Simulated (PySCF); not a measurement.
# What a change does: excited-state calculation on CH₇ClSi₂

System: CH₇ClSi₂, SMILES C[SiH2][SiH2]Cl.
Method of run 1: TDDFT LDA/def2-SVPD, vertical, gas phase, core orbitals frozen in the response (PySCF 2.14.0).

The geometry comes from this level: PBE0-D3(BJ)/def2-SVP. Text and figures count atoms from 1; the logs count them from 0 in places.

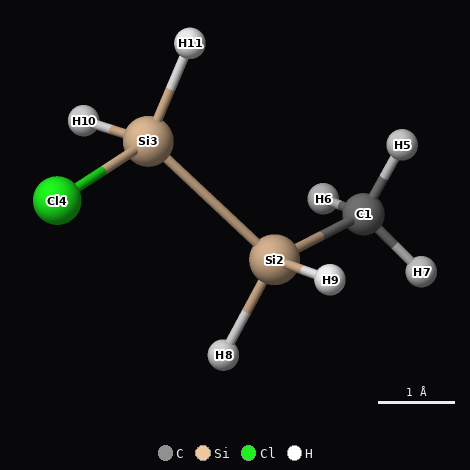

The structure (ball-and-stick view, seen at a tilt; atoms are numbered from 1 in the order of the input). Bond lengths as drawn: Cl–Si 2.08 Å, C–H 1.10 Å, C–Si 1.88 Å, H–Si 1.49 to 1.50 Å and Si–Si 2.34 Å.

### The input, run 1
```
{"job": {"kind": "uv", "xc": "LDA", "basis": "def2-SVPD", "ip": true}, "charge": 0, "multiplicity": 1}
C     -0.470099     1.148285     0.509818
Si     0.931163     0.213948    -0.335353
Si     3.005956     1.245800     0.013583
Cl     4.446647     0.125521    -0.989925
H     -0.557237     2.170635     0.111515
H     -0.305638     1.214015     1.595962
H     -1.428442     0.633781     0.340198
H      1.034275    -1.182956     0.191293
H      0.704361     0.140563    -1.812495
H      3.376608     1.291444     1.460434
H      3.048740     2.640295    -0.520796
```

The first line tells a small driver script what to run in PySCF; the rest is the geometry in Å.

Launched with:
```bash
OMP_NUM_THREADS=1 python <driver script> task.json out
```

Hardware: 1 CPU thread, shared host.

### Output (run 1)
```
coarse grid: 10304 points
cycle   1  E = -1076.8069887595  dE = -6.616e-02  |g| = 4.513e-01  |ddm| = 3.678e+00
cycle   2  E = -1076.7126641009  dE =  9.432e-02  |g| = 7.198e-01  |ddm| = 1.274e+00
cycle   3  E = -1076.8616072393  dE = -1.489e-01  |g| = 5.968e-02  |ddm| = 8.383e-01
cycle   4  E = -1076.8627751898  dE = -1.168e-03  |g| = 2.566e-02  |ddm| = 1.387e-01
cycle   5  E = -1076.8629978493  dE = -2.227e-04  |g| = 4.328e-03  |ddm| = 4.794e-02
cycle   6  E = -1076.8630040722  dE = -6.223e-06  |g| = 1.816e-03  |ddm| = 9.588e-03
final grid: 84416 points
cycle   7  E = -1076.9838228958  dE = -1.102e-05  |g| = 3.143e-03  |ddm| = 4.666e-02
cycle   8  E = -1076.9838169264  dE =  5.969e-06  |g| = 5.315e-03  |ddm| = 1.177e-02
cycle   9  E = -1076.9838260372  dE = -9.111e-06  |g| = 2.097e-04  |ddm| = 7.538e-03
cycle  10  E = -1076.9838260481  dE = -1.088e-08  |g| = 7.081e-05  |ddm| = 4.607e-04
cycle  11  E = -1076.9838260496  dE = -1.579e-09  |g| = 1.947e-05  |ddm| = 1.312e-04
cycle  12  E = -1076.9838260497  dE = -9.027e-11  |g| = 6.561e-06  |ddm| = 2.842e-05
converged SCF energy = -1076.9838260497

Static polarisability (au): isotropic 90.257, principal 74.857 85.630 110.285

Singlet excitations
state   eV       nm        f      main configurations
  1   5.3876    230.1   0.01005   H->L 0.98
  2   5.9714    207.6   0.00286   H-1->L 1.00
  3   6.5251    190.0   0.00185   H->L+3 0.69, H->L+2 0.18
  4   6.5423    189.5   0.00066   H-2->L 0.65, H->L+1 0.25
  5   6.6029    187.8   0.01535   H-3->L 0.52, H->L+2 0.30, H->L+3 0.14
  6   6.6338    186.9   0.01964   H->L+1 0.62, H-2->L 0.29
  7   6.7609    183.4   0.13721   H-3->L 0.42, H->L+2 0.38
  8   7.0597    175.6   0.01354   H-4->L 0.69, H-1->L+1 0.27
  9   7.1645    173.1   0.03842   H-1->L+1 0.60, H-4->L 0.24
 10   7.1865    172.5   0.01061   H-1->L+2 0.92

Triplet excitations (Tamm-Dancoff, eV): 4.9804 5.7391 5.9753 6.2275
Vertical ionisation energy (delta-SCF) = 9.6526 eV
Vertical electron affinity (delta-SCF) = -0.4053 eV
```

Run 2 used a changed input.

### The two runs side by side

```csv
quantity,run 1,run 2
outcome,converged,converged
total energy (hartree),−1076.983826,−1080.875507
HOMO (eV),−6.87,−10.57
LUMO (eV),−1.71,1.38
dipole moment (D),2.52,2.60
lowest excitation (eV),5.39,6.49
SCF iterations,12,12
strongest computed line (eV),6.76,8.91
basis functions,151,151
wall time (shared host),60 s,99 s
```

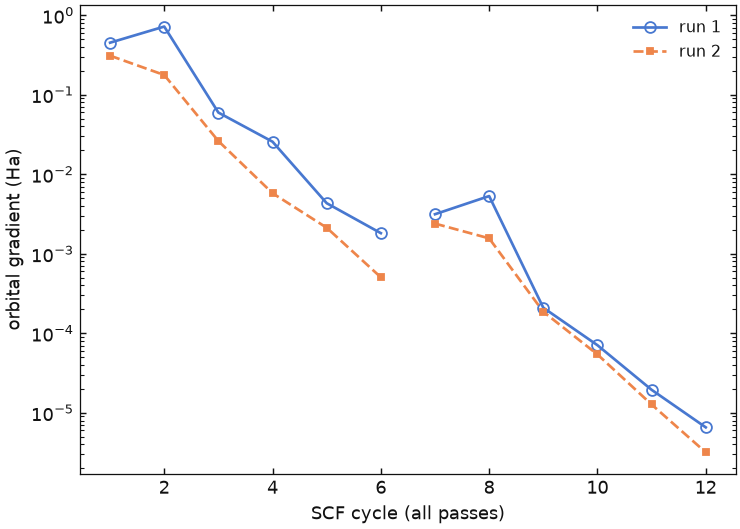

Convergence of the two runs: orbital gradient against the SCF cycle. A break in a curve parts two SCF passes (coarse and final grid). Run 1 takes 12 cycles in all, and run 2 takes 12.

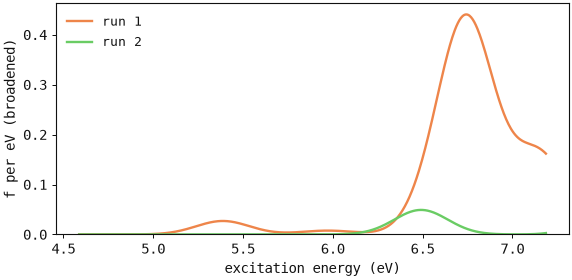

Absorption of the two runs from their computed states, each broadened by a Gaussian of 0.35 eV full width; the range ends where the shorter list of states ends.

What was changed in the input?

The change (lines with − go, lines with + come):
```diff
-"xc": "LDA"
+"xc": "LC-wPBE"
```

The total energies belong to different methods, so their difference says nothing on which is more stable or more accurate. The HOMO goes from −6.87 to −10.57 eV. The LUMO goes from −1.71 to 1.38 eV. The dipole moment goes from 2.52 to 2.60 D. The lowest excitation goes from 5.39 to 6.49 eV. The strongest computed line goes from 6.76 to 8.91 eV. The functional changes from LDA to LC-wPBE. Exact exchange removes part of the self-interaction error of semilocal functionals, which pushes filled and empty levels apart. The number of SCF iterations is the same.

### Output (run 2)
```
coarse grid: 10304 points
cycle   1  E = -1080.6688323054  dE = -9.024e-02  |g| = 3.098e-01  |ddm| = 3.493e+00
cycle   2  E = -1080.6959746979  dE = -2.714e-02  |g| = 1.771e-01  |ddm| = 7.439e-01
cycle   3  E = -1080.7052343012  dE = -9.260e-03  |g| = 2.616e-02  |ddm| = 2.977e-01
cycle   4  E = -1080.7055754894  dE = -3.412e-04  |g| = 5.776e-03  |ddm| = 1.031e-01
cycle   5  E = -1080.7055892440  dE = -1.375e-05  |g| = 2.127e-03  |ddm| = 2.034e-02
cycle   6  E = -1080.7055909446  dE = -1.701e-06  |g| = 5.058e-04  |ddm| = 5.844e-03
final grid: 84416 points
cycle   7  E = -1080.8755047767  dE = -1.758e-05  |g| = 2.396e-03  |ddm| = 3.528e-02
cycle   8  E = -1080.8755058880  dE = -1.111e-06  |g| = 1.563e-03  |ddm| = 5.770e-03
cycle   9  E = -1080.8755065011  dE = -6.132e-07  |g| = 1.866e-04  |ddm| = 1.918e-03
cycle  10  E = -1080.8755065258  dE = -2.461e-08  |g| = 5.418e-05  |ddm| = 7.476e-04
cycle  11  E = -1080.8755065277  dE = -1.940e-09  |g| = 1.272e-05  |ddm| = 2.109e-04
cycle  12  E = -1080.8755065278  dE = -1.321e-10  |g| = 3.181e-06  |ddm| = 5.016e-05
converged SCF energy = -1080.8755065278

Static polarisability (au): isotropic 82.177, principal 69.734 78.457 98.340

Singlet excitations
state   eV       nm        f      main configurations
  1   6.4914    191.0   0.01830   H->L 0.86
  2   7.4849    165.6   0.00045   H-1->L 0.74
  3   7.5899    163.4   0.03847   H->L+3 0.85
  4   8.0265    154.5   0.00111   H->L+1 0.73, H->L+5 0.15
  5   8.2010    151.2   0.29646   H->L+2 0.68
  6   8.5248    145.4   0.00216   H-2->L 0.43, H-4->L 0.23
  7   8.6260    143.7   0.02811   H-3->L 0.76
  8   8.7900    141.1   0.18123   H-2->L 0.41, H-4->L 0.32
  9   8.9103    139.1   0.32248   H->L+5 0.28, H->L+4 0.19, H->L+7 0.16
 10   9.0297    137.3   0.02882   H-1->L+1 0.58, H-1->L+2 0.20

Triplet excitations (Tamm-Dancoff, eV): 5.7020 6.4284 7.0073 7.1928
Vertical ionisation energy (delta-SCF) = 10.2363 eV
```
